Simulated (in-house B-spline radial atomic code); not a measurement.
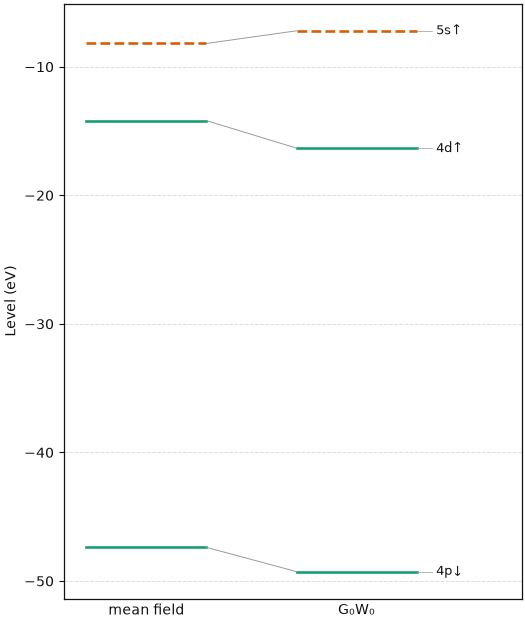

Mean-field and G₀W₀ levels (solid occupied, dashed empty) for Mo⁺ ([Kr] 4d⁵). All-electron spherical atom, scalar X2C, PBE with 50 % exact exchange start, no spin-orbit coupling, Breit or QED terms; computed with a B-spline radial code. The quasi-particle equation is solved at full frequency; levels of low quasi-particle weight Z are left out.

> What does the figure show?

G₀W₀ moves the highest occupied level, 4d↑, from −14.19 to −16.33 eV (renormalisation factor Z = 0.91). The empty level 5s↑ goes from −8.19 to −7.21 eV.

```tsv
Level	Mean field (eV)	Σx − vxc (eV)	Σc (eV)	Z	G₀W₀ (eV)
5s↑	−8.19	2.29	−1.30	0.96	−7.21
4d↑	−14.19	−2.05	−0.09	0.91	−16.33
4p↓	−47.38	−2.96	1.08	0.88	−49.27
```
